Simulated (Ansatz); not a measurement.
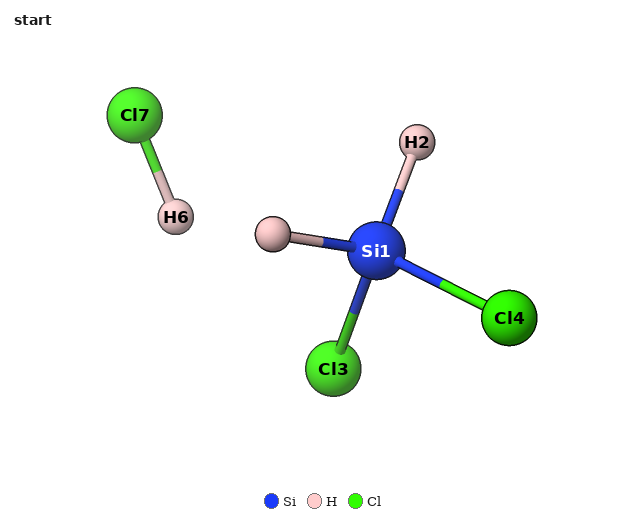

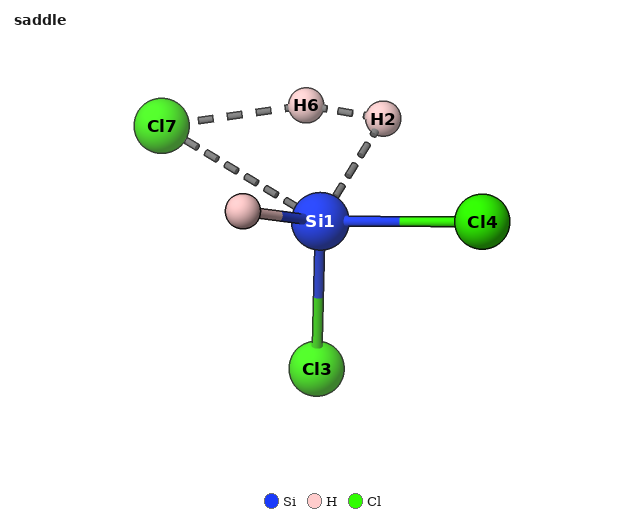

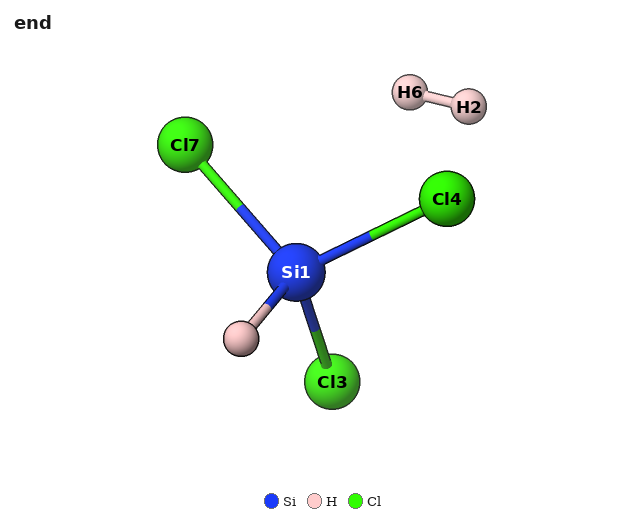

A saddle point and the two end points reached downhill from it. Broken sticks mark bonds that form or break. The species is neutral and a spin singlet. Geometries: PBE0-D4/def2-TZVP; all other levels are single points on them, and energies count from the start as drawn. Program: Ansatz 0.2.0. In CBS estimates cores are frozen, and CCSD(T) − MP2 is taken in the smaller basis.

Which bonds form and which break from start to end?

Formed: Si1–Cl7, H2–H6; broken: Si1–H2, H6–Cl7. At the saddle point Si1···Cl7 is 2.44 Å, H2···H6 is 0.93 Å, Si1···H2 is 1.67 Å, H6···Cl7 is 1.67 Å.

Give the electronic barrier and the reaction energy from start to end in eV (no zero-point energy) with CCSD(T)/CBS (MP2 limit from def2-TZVPP and def2-QZVPP plus CCSD(T) − MP2); CAM-B3LYP-D4/def2-TZVPP; PBE0-D4/def2-TZVPP; ωB97M-V/def2-TZVPP.

| level | barrier | reaction energy |
| --- | --- | --- |
| CCSD(T)/CBS (MP2 limit from def2-TZVPP and def2-QZVPP plus CCSD(T) − MP2) | 1.767 | −0.722 |
| CAM-B3LYP-D4/def2-TZVPP | 1.804 | −0.661 |
| PBE0-D4/def2-TZVPP | 1.535 | −0.712 |
| ωB97M-V/def2-TZVPP | 1.717 | −0.732 |
